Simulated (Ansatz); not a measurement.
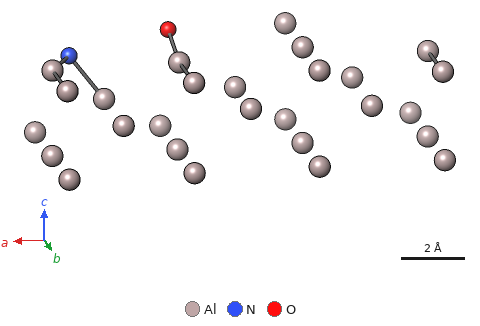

Starting frame of a dynamics run of NO on Al(110) (20 atoms in the cell). The picture is a ball-and-stick view of the simulation cell, with the vacuum cut short, seen from a free direction. Bonds to atoms that aren't drawn are left out.

All numbers below come from Ansatz 0.2.0, DFT PBE, scalar-relativistic, plane waves, PAW.

Input
```yaml
crystal:
  lattice:
    - [12.15, 0.0, 0.0]
    - [0.0, 5.727565, 0.0]
    - [0.0, 0.0, 15.863782]
  atoms:
    - { symbol: Al, position: [0.0, 0.0, 0.0630367] }
    - { symbol: Al, position: [0.3333333, 0.0, 0.0630367] }
    - { symbol: Al, position: [0.6666667, 0.0, 0.0630367] }
    - { symbol: Al, position: [0.0, 0.5, 0.0630367] }
    - { symbol: Al, position: [0.3333333, 0.5, 0.0630367] }
    - { symbol: Al, position: [0.6666667, 0.5, 0.0630367] }
    - { symbol: Al, position: [0.17829999, 0.24987192, 0.1683018] }
    - { symbol: Al, position: [0.49010096, 0.2499075, 0.16085218] }
    - { symbol: Al, position: [0.83907172, 0.24997994, 0.15049465] }
    - { symbol: Al, position: [0.17144243, 0.75005116, 0.158332] }
    - { symbol: Al, position: [0.4936029, 0.74983926, 0.16502844] }
    - { symbol: Al, position: [0.83279475, 0.74997885, 0.14348733] }
    - { symbol: Al, position: [0.00230001, -0.03188807, 0.24385312] }
    - { symbol: Al, position: [0.33338211, -0.00368976, 0.26234811] }
    - { symbol: Al, position: [0.66488985, -0.03372088, 0.2472232] }
    - { symbol: Al, position: [0.00228744, 0.53197437, 0.24389812] }
    - { symbol: Al, position: [0.33335566, 0.50355544, 0.26236843] }
    - { symbol: Al, position: [0.6650507, 0.53381696, 0.24734374] }
    - { symbol: "N", position: [0.93249438, 0.25004854, 0.24407797] }
    - { symbol: O, position: [0.66864857, 0.24995059, 0.28787731] }
basis:
  ecutwfc: 420.0
kpoints:
  mp_grid: { grid: [1, 2, 1] }
hamiltonian:
  xc: pbe
scf:
  occupations: { method: fermi_dirac, width: 0.15 }
  lower_state_search: "off"
md:
  timestep: 1
  n_steps: 90
  ensemble: nvt_langevin
  temperature: 900.0
  initial_velocities: maxwell_boltzmann
  seed: 492489
  friction: 0.05
  constraints: [{ sites: [0, 1, 2, 3, 4, 5] }]
```

Command:
```bash
ansatz run input.yaml --threads 1 --pin off --max-ram 3072MiB --backend cpu --events-out ev --progress --plain --runs-dir out
```

### Predict how the run goes.

The mean temperature in the second half is 735 K (standard deviation 151 K). The potential energy in the second half lies on average 62.5 meV per atom above the first frame. In the second half of the run the atoms are, in the root-mean-square, this far from where they began (common drift taken out): Al 0.31 Å, N 0.30 Å, O 0.15 Å. The run lasts only 90 fs, too short to tell vibration from diffusion.

Along the run (each row but the first and the last is the mean over the interval that it begins):

```csv
time (fs),potential energy (meV/atom),T (K)
0.0,0.0,900
15.0,32.3,723
30.0,43.7,996
45.0,56.3,707
60.0,65.3,651
75.0,66.2,826
90.0,56.5,1055
```

The paths of the atoms, magnified 2 times:

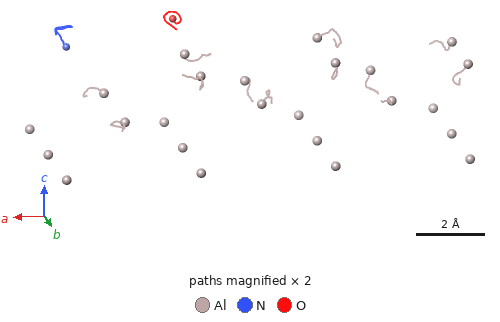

Limits of the set-up: the cell has an odd number of electrons but was run without spin polarisation; the k-point mesh is coarse for a cell with partly filled bands; the periodic images lie only 5.7 Å apart, so the values are limited by the cell's size.

Cost: 9.8 min on 1 thread of AMD EPYC 7R13 Processor (Zen 3), with other jobs on the host, peak memory 1.1 GiB.
